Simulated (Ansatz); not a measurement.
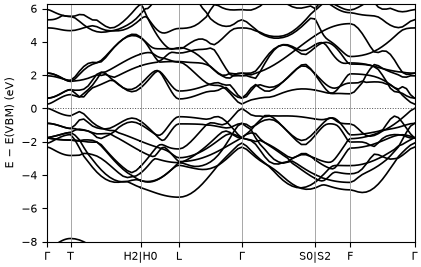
Figure. Band structure from DFT-PBE+D3(BJ) in the program Ansatz with PAW potentials

Q: Read off the gap and where the band edges lie.

A: About 0.3 eV (0.26 eV by a search for the band edges); maximum at Γ, minimum at Γ.

The material is Bi2Te3 in space group R-3m (No. 166; Bi on 6c, Te on 6c, Te on 3a).

The PBE+D3(BJ) relaxation kept the symmetry of its start; of distortions, only those at the zone centre were tested. Scalar-relativistic: spin–orbit coupling is off unless named, which matters more the heavier the elements.

Potentials: the later of the program's two PAW sets.
